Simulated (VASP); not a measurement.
# Zn2Re with optPBE-vdW: from relaxation to properties, part 3 of 4

Wanted: the relaxed cell of Zn2Re and its properties. The cell is invented: other elements were put on sites of a known structure type. It may not be a known or stable phase. Left out of this account: 1 further run (elastic: elastic constants of a metal on too coarse a mesh).

VASP 6.6.1; optPBE-vdW; plane waves and PAW (Zn, Re); invented cell.

Still holding for the runs below: This run has no spin polarisation. Its electron count is odd, so without a moment it is a metal by construction.

So far. Step 3 (Second relaxation): It ends with forces that vanish by symmetry and a pressure of -0.05 GPa. Step 4 (Single point with fields (optPBE-vdW)): In this run the pressure is -0.10 GPa, small enough to go on. The relaxed cell has a = 5.987 Å (conventional setting).

## (5) Band structure (optPBE-vdW)

The mesh alone shows little of the dispersion and can miss band extrema, so KPOINTS_OPT adds a path through the symmetry points after the self-consistent cycle.

Contents of INCAR:

```
SYSTEM = Zn2Re
PREC = Accurate
ENCUT = 400
EDIFF = 1E-06
NELM = 100
ISMEAR = 1
SIGMA = 0.2
LREAL = .FALSE.
ALGO = Normal
GGA = OR
AGGAC = 0
LUSE_VDW = .TRUE.
LASPH = .TRUE.
NBANDS = 28
LORBIT = 11
LWAVE = .FALSE.
LCHARG = .FALSE.
```

Contents of POSCAR:

```
Zn2Re
1.0
    0.0000000000      2.9933728797      2.9933728797
    2.9933728797      0.0000000000      2.9933728797
    2.9933728797      2.9933728797      0.0000000000
Zn Re
2 1
Direct
    0.2500000000      0.2500000000      0.2500000000
    0.7500000000      0.7500000000      0.7500000000
    0.0000000000      0.0000000000      0.0000000000
```

Contents of KPOINTS:

```
Automatic mesh
0
Gamma
7 7 7
0 0 0
```

Contents of KPOINTS_OPT:

```
Line mode
16
Line-mode
Reciprocal
  0.00000000   0.00000000   0.00000000 GAMMA
  0.50000000   0.00000000   0.50000000 X

  0.50000000   0.00000000   0.50000000 X
  0.50000000   0.25000000   0.75000000 W

  0.50000000   0.25000000   0.75000000 W
  0.37500000   0.37500000   0.75000000 K

  0.37500000   0.37500000   0.75000000 K
  0.00000000   0.00000000   0.00000000 GAMMA

  0.00000000   0.00000000   0.00000000 GAMMA
  0.50000000   0.50000000   0.50000000 L

  0.50000000   0.50000000   0.50000000 L
  0.62500000   0.25000000   0.62500000 U

  0.62500000   0.25000000   0.62500000 U
  0.50000000   0.25000000   0.75000000 W

  0.50000000   0.25000000   0.75000000 W
  0.50000000   0.50000000   0.50000000 L

  0.50000000   0.50000000   0.50000000 L
  0.37500000   0.37500000   0.75000000 K

  0.62500000   0.25000000   0.62500000 U
  0.50000000   0.00000000   0.50000000 X
```

Potentials, in the order of the species: Zn and Re (PBE family, release 64).

Launch:

```bash
mpirun -np 1 vasp_std
```

What it wrote:

```text
[... set-up lines as in an earlier step ...]
 entering main loop
       N       E                     dE             d eps       ncg     rms          rms(c)
DAV:   1     0.160182540124E+03    0.16018E+03   -0.12254E+04  1700   0.129E+03
DAV:   2     0.755448952300E+01   -0.15263E+03   -0.13953E+03  1740   0.363E+02
DAV:   3    -0.249301864047E+01   -0.10048E+02   -0.98686E+01  1704   0.825E+01
DAV:   4    -0.257702435948E+01   -0.84006E-01   -0.83943E-01  1528   0.657E+00
DAV:   5    -0.257909137376E+01   -0.20670E-02   -0.20668E-02  1616   0.903E-01    0.177E+01
DAV:   6    -0.213448035127E+01    0.44461E+00   -0.86225E-01  1888   0.189E+01    0.640E+00
DAV:   7    -0.210589046832E+01    0.28590E-01   -0.47795E-02  1896   0.277E+00    0.373E+00
DAV:   8    -0.209708469497E+01    0.88058E-02   -0.18709E-02  2056   0.269E+00    0.240E-01
DAV:   9    -0.209585426559E+01    0.12304E-02   -0.24784E-03  1984   0.119E+00    0.850E-02
DAV:  10    -0.209598093906E+01   -0.12667E-03   -0.43762E-04  1624   0.229E-01    0.557E-02
DAV:  11    -0.209599006076E+01   -0.91217E-05   -0.11423E-04  1424   0.142E-01    0.639E-03
DAV:  12    -0.209598992978E+01    0.13098E-06   -0.92113E-06  1464   0.390E-02
   1 F= -.20959899E+01 E0= -.20909192E+01  d E =-.152123E-01
 Start KPOINTS_OPT (optional k-point list driver)
k-point batch [1-20\160]
       N       E                     dE             ncg
DAV:   1     0.159798715551E+04   -0.90412E+04     1692
DAV:   2    -0.147762532899E+04   -0.30756E+04     1740
DAV:   3    -0.168531224957E+04   -0.20769E+03     1736
DAV:   4    -0.168713991243E+04   -0.18277E+01     1528
DAV:   5    -0.168719144871E+04   -0.51536E-01     1604
DAV:   6    -0.168719239662E+04   -0.94791E-03     1592
DAV:   7    -0.168719240664E+04   -0.10014E-04     1464
DAV:   8    -0.168719240690E+04   -0.26157E-06      944
[...]
k-point batch [141-160\160]
       N       E                     dE             ncg
DAV:   1     0.150472004052E+04   -0.16776E+05     1680
DAV:   2    -0.144710768179E+04   -0.29518E+04     1728
DAV:   3    -0.164475074776E+04   -0.19764E+03     1728
DAV:   4    -0.164641029506E+04   -0.16595E+01     1576
DAV:   5    -0.164645852712E+04   -0.48232E-01     1608
DAV:   6    -0.164645998719E+04   -0.14601E-02     1756
DAV:   7    -0.164645999550E+04   -0.83102E-05     1400
DAV:   8    -0.164645999568E+04   -0.17818E-06     1040
```

Wall time 62 s (1 MPI rank of Intel Xeon 6975P-C (Granite Rapids), shared host); peak memory 0.34 GiB.

Parts of OUTCAR (step 5):

```text
   k-points           NKPTS =     20   k-points in BZ     NKDIM =     20   number of bands    NBANDS=     28

   NELECT =      31.0000    total number of electrons

 E-fermi :   2.5251

 k-point     1 :       0.0000    0.0000    0.0000
  band No.  band energies     occupation
    ...
     12       0.4066      2.00000
     13       0.4066      2.00000
     14       0.4066      2.00000
     15       2.5456      0.82769
     16       2.5456      0.82768
     17       6.3550     -0.00000
     18      10.4783      0.00000
     19      10.4783      0.00000
     20      10.4783      0.00000
     21      10.9911      0.00000
    ...

Total vdW correction in eV:      6.1448845

  Total       -0.0275579     -0.0275579     -0.0275579      0.0000000      0.0000000     -0.0000000
  in kB       -0.8230833     -0.8230833     -0.8230833      0.0000000      0.0000000     -0.0000000
  external PRESSURE =      -0.8230833 kB  Pullay stress =       0.0000000 kB

 POSITION                                       TOTAL-FORCE (eV/Angst)
 -----------------------------------------------------------------------------------
      1.49669      1.49669      1.49669        -0.000000     -0.000000     -0.000000
      4.49006      4.49006      4.49006         0.000000      0.000000      0.000000
      0.00000      0.00000      0.00000         0.000000     -0.000000      0.000000
 -----------------------------------------------------------------------------------
    total drift:                                0.000000      0.000000      0.000000

  FREE ENERGIE OF THE ION-ELECTRON SYSTEM (eV)
  ---------------------------------------------------
  free  energy   TOTEN  =        -2.0959899298 eV

  energy  without entropy=       -2.0807776267  energy(sigma->0) =       -2.09091916

Total vdW correction in eV:      6.1448913

[... 8 parts as in an earlier step ...]

[... 8 further parts left out ...]
```

Spin-orbit coupling is off here; with elements this heavy it splits and shifts levels by tenths of an eV or more.

This step gave:

| Property | Result |
| --- | --- |
| SCF cycles | 12 |
| bands | 28 |
| pressure | -0.08231 GPa |

Electronic bands along the path, in eV, zero at the Fermi level; # counts the bands kept:

| point | #12 | #13 | #14 | #15 | #16 | #17 | #18 | #19 |
| --- | --- | --- | --- | --- | --- | --- | --- | --- |
| Γ | -2.12 | -2.12 | -2.12 | 0.02 | 0.02 | 3.83 | 7.95 | 7.95 |
| X | -3.56 | -3.34 | -0.04 | -0.04 | 0.05 | 0.46 | 0.65 | 0.65 |
| W | -3.56 | -2.77 | -2.43 | -0.01 | 0.20 | 0.41 | 0.41 | 2.27 |
| K | -3.59 | -3.08 | -1.10 | -0.62 | -0.27 | 0.53 | 1.30 | 2.16 |
| Γ | -2.12 | -2.12 | -2.12 | 0.02 | 0.02 | 3.83 | 7.95 | 7.95 |
| L | -4.21 | -1.51 | -1.51 | -0.06 | 0.16 | 0.16 | 4.04 | 4.04 |
| U | -3.59 | -3.08 | -1.10 | -0.62 | -0.27 | 0.53 | 1.30 | 2.16 |
| W | -3.56 | -2.77 | -2.43 | -0.01 | 0.20 | 0.41 | 0.41 | 2.27 |
| L | -4.21 | -1.51 | -1.51 | -0.06 | 0.16 | 0.16 | 4.04 | 4.04 |
| K | -3.59 | -3.08 | -1.10 | -0.62 | -0.27 | 0.53 | 1.30 | 2.16 |
| jump to U | -3.59 | -3.08 | -1.10 | -0.62 | -0.27 | 0.53 | 1.30 | 2.16 |
| X | -3.56 | -3.34 | -0.04 | -0.04 | 0.05 | 0.46 | 0.65 | 0.65 |

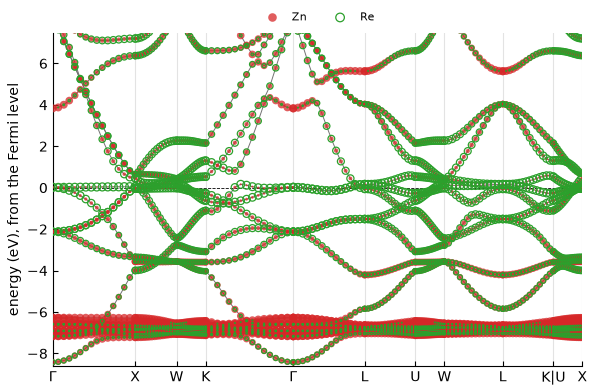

Electronic bands along the path; dots are coloured as in the legend, and their area grows with the weight.

There is no gap at this level.

## (6) Total and projected DOS (optPBE-vdW)

Here the states are counted by energy and projected on the atoms. The mesh is finer than in the run before.

INCAR: that of step 5 with these lines changed.

```diff
@@ -5,3 +5,3 @@
 NELM = 100
-ISMEAR = 1
+ISMEAR = -5
 SIGMA = 0.2
@@ -17 +17,2 @@
 LCHARG = .FALSE.
+NEDOS = 2001
```

POSCAR is that of step 5.

Contents of KPOINTS:

```
Automatic mesh
0
Gamma
10 10 10
0 0 0
```

Launch:

```bash
mpirun -np 1 vasp_std
```

What it wrote:

```text
[... set-up lines as in an earlier step ...]
 entering main loop
       N       E                     dE             d eps       ncg     rms          rms(c)
DAV:   1     0.160701818380E+03    0.16070E+03   -0.12205E+04  4020   0.131E+03
DAV:   2     0.783189556617E+01   -0.15287E+03   -0.13995E+03  4092   0.371E+02
DAV:   3    -0.243608200539E+01   -0.10268E+02   -0.10062E+02  3992   0.833E+01
DAV:   4    -0.252918568154E+01   -0.93104E-01   -0.92983E-01  3472   0.705E+00
DAV:   5    -0.253190447170E+01   -0.27188E-02   -0.27172E-02  3752   0.106E+00    0.177E+01
DAV:   6    -0.209672920422E+01    0.43518E+00   -0.86707E-01  4496   0.187E+01    0.640E+00
DAV:   7    -0.206719343605E+01    0.29536E-01   -0.44261E-02  4664   0.310E+00    0.384E+00
DAV:   8    -0.205861411295E+01    0.85793E-02   -0.24608E-02  4888   0.327E+00    0.254E-01
DAV:   9    -0.205630405929E+01    0.23101E-02   -0.35220E-03  4792   0.146E+00    0.842E-02
DAV:  10    -0.205645641840E+01   -0.15236E-03   -0.59481E-04  4116   0.238E-01    0.461E-02
DAV:  11    -0.205646272137E+01   -0.63030E-05   -0.85086E-05  3480   0.129E-01    0.902E-03
DAV:  12    -0.205646516460E+01   -0.24432E-05   -0.57897E-06  3252   0.251E-02    0.577E-03
DAV:  13    -0.205646652584E+01   -0.13612E-05   -0.48804E-07  2396   0.816E-03    0.275E-03
DAV:  14    -0.205646646543E+01    0.60409E-07   -0.87299E-08  1740   0.595E-03
   1 F= -.20564665E+01 E0= -.20564665E+01  d E =0.000000E+00
 -----------------------------------------------------------------------------
|                                                                             |
|           W    W    AA    RRRRR   N    N  II  N    N   GGGG   !!!           |
|           W    W   A  A   R    R  NN   N  II  NN   N  G    G  !!!           |
|           W    W  A    A  R    R  N N  N  II  N N  N  G       !!!           |
|           W WW W  AAAAAA  RRRRR   N  N N  II  N  N N  G  GGG   !            |
|           WW  WW  A    A  R   R   N   NN  II  N   NN  G    G                |
|           W    W  A    A  R    R  N    N  II  N    N   GGGG   !!!           |
|                                                                             |
|     Tetrahedron method does not include variations of the Fermi             |
|     occupations, so forces and stress will be inaccurate. We suggest        |
|     using a different smearing scheme ISMEAR = 1 or 2 for metals in         |
|     relaxations.                                                            |
|                                                                             |
 -----------------------------------------------------------------------------
```

It took 42 s on 1 MPI rank; peak memory 0.35 GiB.

From OUTCAR (step 6):

```text
   k-points           NKPTS =     47   k-points in BZ     NKDIM =     47   number of bands    NBANDS=     28

   NELECT =      31.0000    total number of electrons

 E-fermi :   2.5781

 k-point     1 :       0.0000    0.0000    0.0000
  band No.  band energies     occupation
    ...
     12       0.4125      2.00000
     13       0.4125      2.00000
     14       0.4125      2.00000
     15       2.5559      2.00000
     16       2.5559      2.00000
     17       6.3502      0.00000
     18      10.4800      0.00000
     19      10.4800      0.00000
     20      10.4800      0.00000
     21      10.9902      0.00000
    ...

Total vdW correction in eV:      6.1457601

  Total       -0.0003806     -0.0003806     -0.0003806      0.0000000      0.0000000     -0.0000000
  in kB       -0.0113682     -0.0113682     -0.0113682      0.0000000      0.0000000     -0.0000000
  external PRESSURE =      -0.0113682 kB  Pullay stress =       0.0000000 kB

 POSITION                                       TOTAL-FORCE (eV/Angst)
 -----------------------------------------------------------------------------------
      1.49669      1.49669      1.49669         0.000000      0.000000     -0.000000
      4.49006      4.49006      4.49006        -0.000000     -0.000000      0.000000
      0.00000      0.00000      0.00000         0.000000      0.000000     -0.000000
 -----------------------------------------------------------------------------------
    total drift:                                0.000000      0.000000      0.000000

  FREE ENERGIE OF THE ION-ELECTRON SYSTEM (eV)
  ---------------------------------------------------
  free  energy   TOTEN  =        -2.0564664654 eV

  energy  without entropy=       -2.0564664654  energy(sigma->0) =       -2.05646647

Total vdW correction in eV:      6.1457568

[... 6 parts as in an earlier step ...]

[... 10 further parts left out ...]
```

The DOS at the Fermi level is high for the number of transition-metal atoms. It is one value on this mesh and may be a narrow spike; if it stands, a magnetic instability is possible, which a run without spin can't show. With tetrahedra the forces and stress of a metal are not exact derivatives of the energy.

Numbers from this step:

```yaml
scf_cycles: 14
irreducible_k_points: 47
free_energy_toten: -2.056 eV
fermi_energy: 2.578 eV
pressure: -0.001137 GPa
dos_at_the_fermi_level: 12.16 states/eV/cell
```

The density of states has structure finer than the step of the table below, so its rows give means over 1 eV, whole bins alone (the curve runs from -10.5 to 7.99 eV). Peaks (eV: height): total -7.1: 41.9, -6.9: 49.3, -6.7: 40.4, -6.6: 33.6, 0.0: 17.8; Re d -1.9: 2.26, 0.0: 14.0, 0.2: 2.35; Zn d -7.1: 37.9, -6.9: 45.1, -6.7: 38.6, -6.6: 32.4.

States under -10.5 eV and over 8.0 eV are left out. Density of states against energy, zero at the Fermi level; means over each step; values in states/eV/cell:

| energy (eV) | total | Re d | Zn d |
| --- | --- | --- | --- |
| -9 | 0 | 0 | 0 |
| -8 | 0.264 | 4.6e-4 | 0.0348 |
| -7 | 19.9 | 0.295 | 18.3 |
| -6 | 1.93 | 0.0333 | 1.38 |
| -5 | 0.626 | 0.0491 | 0.0910 |
| -4 | 1.49 | 0.261 | 0.128 |
| -3 | 1.10 | 0.392 | 0.0731 |
| -2 | 2.29 | 1.17 | 0.114 |
| -1 | 2.58 | 1.44 | 0.149 |
| 0 | 3.71 | 2.68 | 0.217 |
| 1 | 1.10 | 0.488 | 0.0577 |
| 2 | 1.16 | 0.413 | 0.0528 |
| 3 | 1.21 | 0.324 | 0.0577 |
| 4 | 0.952 | 0.175 | 0.0515 |
| 5 | 0.427 | 0.0644 | 0.0245 |
| 6 | 1.28 | 0.217 | 0.0493 |
| 7 | 1.10 | 0.243 | 0.0595 |

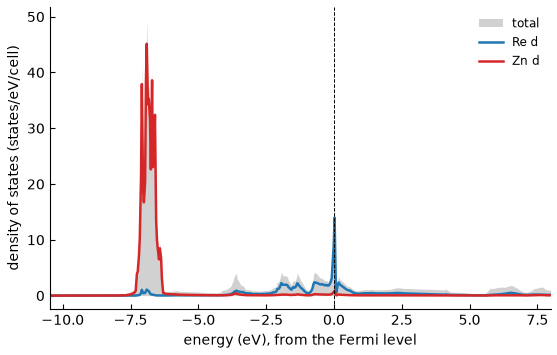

Density of states, plotted against energy.

The finer mesh and the other smearing move the Fermi level by +0.05 eV from the 7×7×7 run, one measure of the sampling error in the zero of the bands above. Of the states within 0.3 eV of the Fermi level, the largest shares in the PAW spheres are Re d 75 % and Zn d 6 %. The rest lies in smaller channels or between the spheres.

(Continued in part 4 of 4.)

[Lines on the potential files, build, host, timing and source positions are cut from VASP's logs without a mark.]

[Logs are printed without paths, hosts, clocks, repeated set-up lines and the standing remarks that a program may print on its own settings, such as how far it seeks lower states.]

[Hosts, paths, dates, database ids (printed as entryN), source tags and the programs' standing remarks are cut or masked in the printed files.]

[A measured line is paired with the nearest computed mode of its activity, which favours agreement.]

[In band tables of VASP the shares of atoms and orbitals are scaled to a sum of 1 inside the atoms' spheres.]
